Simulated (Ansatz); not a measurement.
**InP, carrier doping**

Base system: InP in the wurtzite structure (space group P6_3mc, No. 186; a = 4.1690 Å, c = 6.8456 Å; a model cell, its experimental status unchecked).

Carriers are added at fixed cell with a uniform background; the Fermi–Dirac width is that of 300 K.

The values are results of Ansatz (a quantum-chemistry and plane-wave program), r2SCAN, PAW, cutoff 500 eV, no spin-orbit coupling, not measurements.

Notes on the quantities. Fermi level from band edge: Fermi level relative to the doped band's edge (positive inside the band; to 0.05 eV).

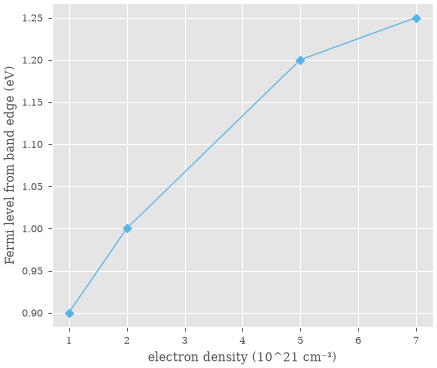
Fig. 1. Fermi level from band edge against electron density

Problem. From the plot, what is the Fermi level from band edge for electrons 1.0×10^21 cm⁻³?

Solution. About 0.90 eV.

Problem. Is the trend monotonic over the range shown?

Solution. Yes, it rises throughout, spanning +0.90 eV to +1.25 eV.

Carriers are added with a uniform compensating background; total energy and stress of such cells depend on the potential's zero and are not compared; many-body gap narrowing is missing at this level. No phonon test of stability was made. This is not the structure that InP has at room temperature and ambient pressure.
